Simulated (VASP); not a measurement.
Band structure of CoGe. Calculation: PBE GGA, VASP's PBE PAW potentials (set 64) (plane waves; VASP).

The cell holds a wide vacuum, so values per volume refer to the whole cell.

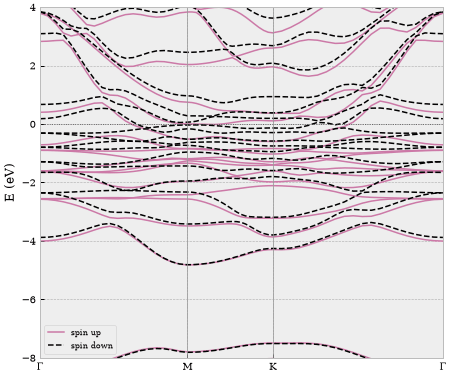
Fig. 1. Bands along high-symmetry lines, zero at the valence-band maximum or, without a gap, the Fermi level

Read the plot: is there a gap, and where are the band edges?

It has no gap at this level: it comes out as a metal or semimetal.

The cell is a sheet with vacuum, built from a generated structure.
